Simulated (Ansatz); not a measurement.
Species, as SMILES: F[Si]F (closed-shell singlet).
Atoms: Si1, F2, F3. Bonds: Si1-F2, Si1-F3.

Basis-set convergence of the lowest harmonic wavenumber at HF with Ansatz (an electronic-structure program). Each level at its own minimum, finite differences of forces, unscaled; the reference is a large set that could be run, not a limit. Cartesian d functions, on some or all atoms, in 6-31G**, 6-31+G*, 6-311G**, 6-311+G**; all else is spherical. The program fits the integrals of some runs and decomposes those of others, by size. A restricted Hartree-Fock determinant is unstable towards unrestricted orbitals. No added dispersion term, no relativity. Reference: the value in aug-pcseg-2, 383 cm⁻¹, itself unsure by roughly 2 cm⁻¹ (its mean distance from aug-cc-pV(T+d)Z, def2-TZVPPD). Deviations are taken from unrounded values.

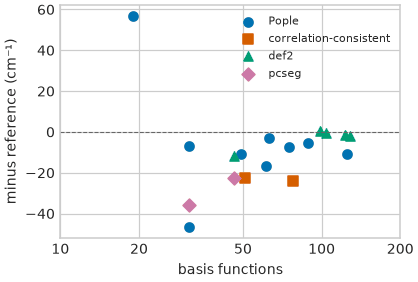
*Deviation from the reference against the number of basis functions, by family of sets.*

```tsv
basis	functions	lowest harmonic wavenumber (cm⁻¹)	minus reference (cm⁻¹)
STO-3G	19	440	57
3-21G	31	377	-7
6-31G	31	337	-47
pcseg-0	31	348	-36
def2-SVP	46	372	-12
pcseg-1	46	361	-22
6-31G**	49	373	-11
cc-pV(D+d)Z	51	361	-23
6-31+G*	61	367	-16
6-311G**	63	381	-3
6-311+G**	75	376	-7
aug-cc-pV(D+d)Z	78	360	-24
6-311++G(2d,2p)	89	378	-6
def2-TZVP	99	384	0
def2-TZVPP	104	383	0
def2-TZVPD	123	382	-2
6-311++G(3df,3pd)	125	372	-11
def2-TZVPPD	128	381	-2
```
